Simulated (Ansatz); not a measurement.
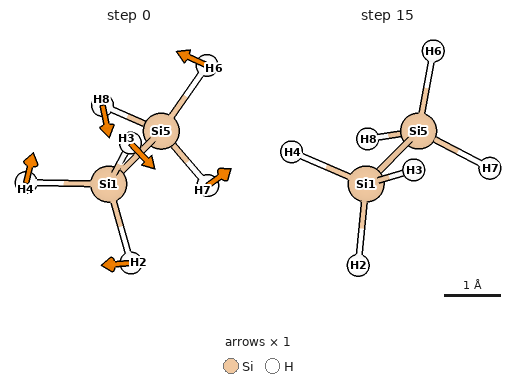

The structure of Si2H6 before (left) and after (right) a relaxation, at one scale. The orange arrows give the displacements, at their true length.

A ball-and-stick model, seen from a free direction.

It is one of the separated products of a reaction.

Computed with RKS PBE0-D4/def2-TZVP in Ansatz 0.2.0. Settings: force threshold 0.005 eV/Å; at most 200 steps.

> What changed between the two?

The largest moves after the best rigid fit, 0.67 Å, are those of H3 and H7. By element the largest moves are H 0.67 Å, Si 0.01 Å. Groups turn about Si1–Si5 by about 55°. Over 15 geometry steps the energy falls by 4.73 kJ/mol. Largest force component: 0.29 eV/Å at the start, 0.0043 eV/Å at the end. The forces were under the threshold at step 3, but the run went on from there.
